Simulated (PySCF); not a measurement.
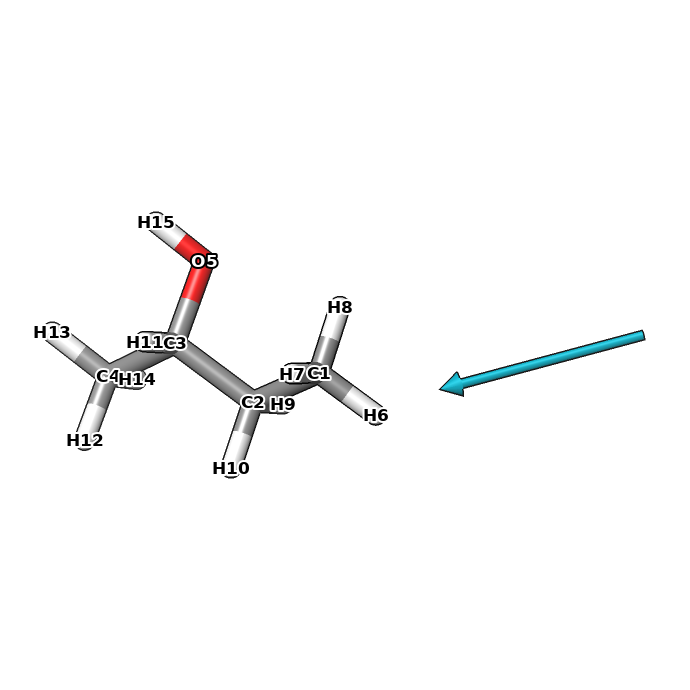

The arrow beside the molecule shows the direction of the dipole moment, from the negative to the positive end (its length means nothing). The geometry was computed by an optimisation with PBE0-D3(BJ)/def2-SVP. No frequency run is at hand to confirm it as a minimum. Level of theory: B3LYP/def2-SVPD, gas phase (PySCF 2.14.0).

Estimate the dipole moment.

1.56 D; it points from the side of H6, H8 to the side of H12, H13 (the outermost atoms at the two ends).
